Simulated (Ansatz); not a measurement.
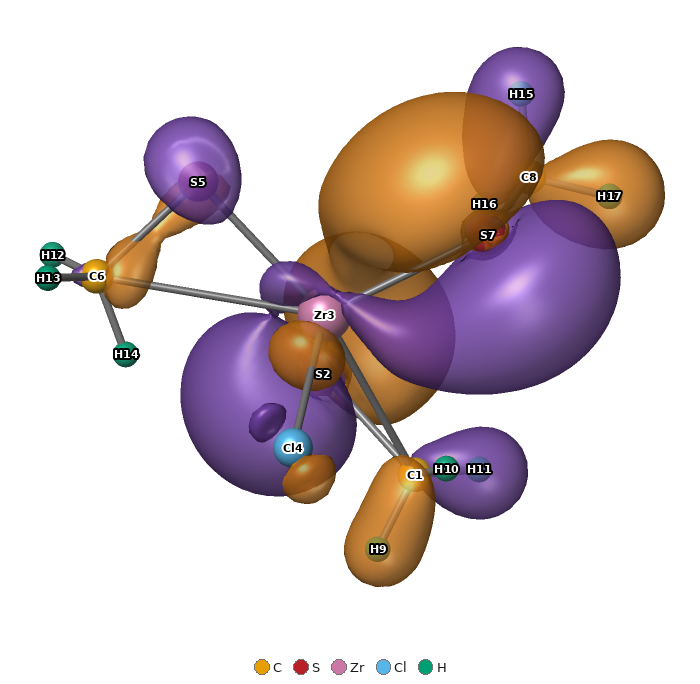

C₃H₉ClS₃Zr. One frontier orbital at ±0.06 Å⁻³ᐟ² (orange and purple are the two phases), seen at a tilt.

Geometry: PBE0-D4/def2-TZVP; core potentials replace the inner electrons of Zr.

Theory: Ansatz 0.2.0, RKS PBE0-D4/def2-TZVPP.

The calculation's input:

```
crystal:
  periodic: [false, false, false]
  atoms:
    - {symbol: C, position_ang: [-2.076718, -0.687773, 1.275222]}
    - {symbol: S, position_ang: [-1.543893, -0.493425, -0.461668]}
    - {symbol: Zr, position_ang: [0.452163, 0.657075, 0.243943]}
    - {symbol: Cl, position_ang: [-0.004316, 2.457672, 1.701218]}
    - {symbol: S, position_ang: [1.527668, 1.352785, -1.775420]}
    - {symbol: C, position_ang: [0.177860, 2.542232, -2.089463]}
    - {symbol: S, position_ang: [1.927853, -0.927665, 1.299628]}
    - {symbol: C, position_ang: [1.639363, -2.522833, 0.464307]}
    - {symbol: H, position_ang: [-2.968099, -0.087489, 1.448653]}
    - {symbol: H, position_ang: [-1.314003, -0.381531, 2.001760]}
    - {symbol: H, position_ang: [-2.292438, -1.740221, 1.454436]}
    - {symbol: H, position_ang: [-0.256851, 2.326296, -3.064201]}
    - {symbol: H, position_ang: [0.582347, 3.552796, -2.069885]}
    - {symbol: H, position_ang: [-0.633897, 2.489596, -1.351822]}
    - {symbol: H, position_ang: [2.498364, -2.741178, -0.168476]}
    - {symbol: H, position_ang: [0.734167, -2.505298, -0.140025]}
    - {symbol: H, position_ang: [1.550430, -3.291049, 1.231794]}
basis:
  gaussian: {orbitals: def2-TZVPP}
hamiltonian: {xc: pbe0, dispersion: d4}
output: {orbitals: {seedname: orbitals}}
```

Run with:

```sh
ansatz run in.yaml --threads 4 --pin off --events-out ev --progress --plain --max-ram 46080MiB --backend cuda --devices 0, --max-vram 37GiB
```

### Which orbital is it: HOMO or LUMO?

The HOMO, at −7.22 eV. By Hirshfeld shares it lies mainly on S7 (about 40 %), S2 (about 30 %) and Zr3 (about 10 %); largely a combination of lone pairs on S7 and S2.
